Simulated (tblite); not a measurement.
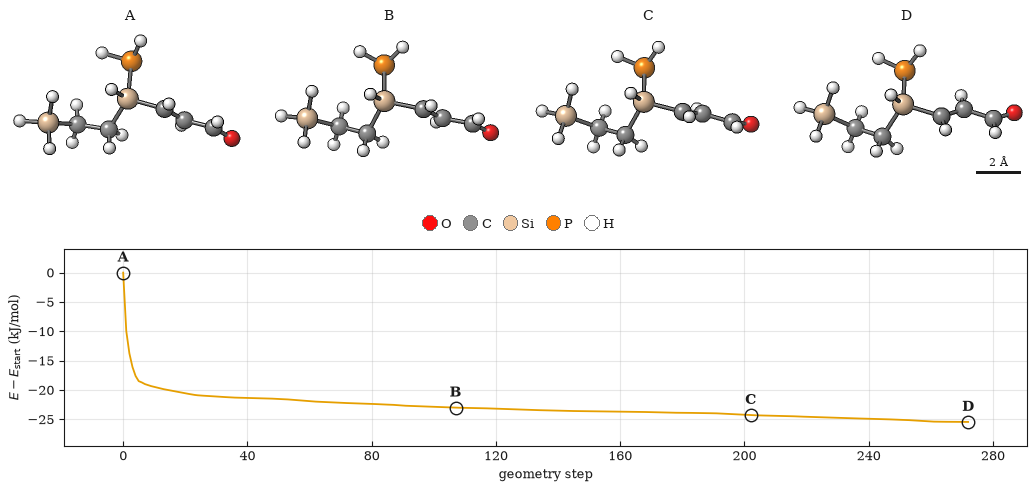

Frames of a relaxation of C5H13OPSi2, marked on the history of the run. The picture is a ball-and-stick view, seen face on.

Computed with GFN2-xTB geometry optimisation, gas phase in tblite. 

Question: Describe the path.

Answer: After 272 geometry steps the energy has fallen by 25.4 kJ/mol. The largest move after the best rigid fit is that of an H atom, 1.39 Å. By element the largest moves are H 1.39 Å, O 1.23 Å, C 0.53 Å, P 0.47 Å, Si 0.45 Å. Among the contacts that change: C–Si 1.841 → 1.892 Å, H–P 1.423 → 1.383 Å, C–C 1.494 → 1.461 Å, C–Si 1.870 → 1.901 Å. Bond angles that change, for instance: P–Si–H 108.3° → 115.7°, Si–C–H 113.1° → 118.2°, Si–C–C 118.0° → 113.7°. Groups turn about C–Si by about 55°, C–Si by about 25°. The run took 12 s on 1 thread of Intel(R) Xeon(R) Processor @ 2.50GHz (shared host). From step 0 to 107: an H atom moves most (0.56 Å), energy −23.0 kJ/mol. From step 107 to 202: an H atom moves most (0.62 Å), energy −1.27 kJ/mol. From step 202 to 272: an H atom moves most (0.67 Å), energy −1.17 kJ/mol.

| step | E − E(0), kJ/mol |
| --- | --- |
| 0 | 0.00 |
| 1 | -9.96 |
| 2 | -13.76 |
| 3 | -16.09 |
| 4 | -17.62 |
| 5 | -18.49 |
| 6 | -18.71 |
| 7 | -18.99 |
| 8 | -19.17 |
| 9 | -19.33 |
| 10 | -19.46 |
| 24 | -20.90 |
| 38 | -21.32 |
| 51 | -21.55 |
| 65 | -22.07 |
| 79 | -22.34 |
| 93 | -22.73 |
| 107 | -23.00 |
| 120 | -23.17 |
| 134 | -23.44 |
| 148 | -23.60 |
| 162 | -23.68 |
| 175 | -23.85 |
| 189 | -23.95 |
| 203 | -24.29 |
| 217 | -24.51 |
| 231 | -24.75 |
| 244 | -24.96 |
| 258 | -25.31 |
| 272 | -25.44 |
